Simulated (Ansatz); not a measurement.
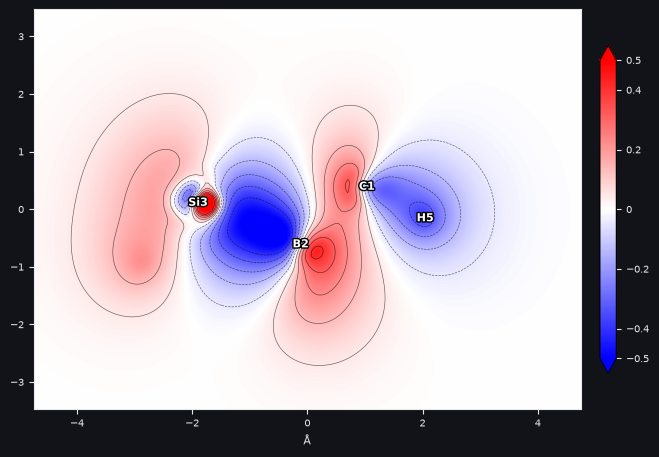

Figure. CH7BSi (SMILES CB[SiH3]). The HOMO on the plane of atoms C1, B2 and Si3 (values in Å⁻³ᐟ²; the overall sign is arbitrary).

Computed with Ansatz, SCF PBE0, Gaussian basis.

```xyz
10

C    -1.1216    0.7549   -0.5410
B     0.3444    0.3376   -0.5962
Si    0.9745   -0.7951    0.8193
H    -1.7530   -0.0590   -0.7645
H    -1.3390    1.5748   -1.3385
H    -1.4098    1.2290    0.4475
H     0.8270    0.1199   -1.6598
H     0.4781   -2.1275    0.6764
H     0.6061   -0.2182    2.1725
H     2.4764   -0.8677    0.7873
```

**Describe this orbital and give its energy.**

Its weight (Hirshfeld) is mainly on Si3 (about 30 %), B2 (about 30 %), C1 (about 10 %), H7 (about 10 %) and H5 (about 5 %). Its energy is −7.75 eV.
